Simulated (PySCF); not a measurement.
Ionisation energy of Ar⁺ ([Ne] 3s² 3p⁵ → [Ne] 3s² 3p⁴). PySCF, def2-TZVPPD, non-relativistic, unrestricted single determinants, no spin-orbit coupling. Methods marked “subvalence” freeze 2 core electrons.

By method:

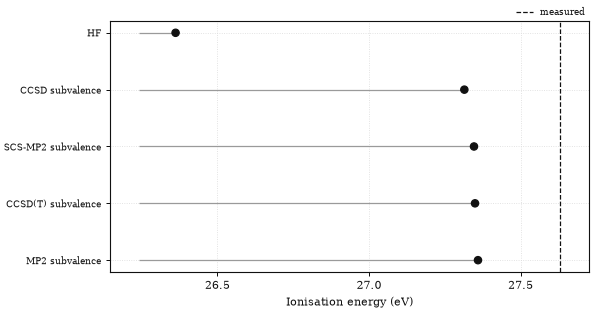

| Method | Ionisation energy (eV) |
| --- | --- |
| HF | 26.362 |
| MP2 subvalence | 27.359 |
| SCS-MP2 subvalence | 27.346 |
| CCSD subvalence | 27.314 |
| CCSD(T) subvalence | 27.350 |

The values run from 26.362 eV (HF) to 27.359 eV (MP2 subvalence). The measured value is 27.630 eV; nearest to it come MP2 subvalence (−0.270) and CCSD(T) subvalence (−0.280), furthest HF (−1.268 eV). These values lack spin-orbit coupling; with the first-order correction of −0.0065 eV added, MP2 subvalence comes nearest (−0.277).
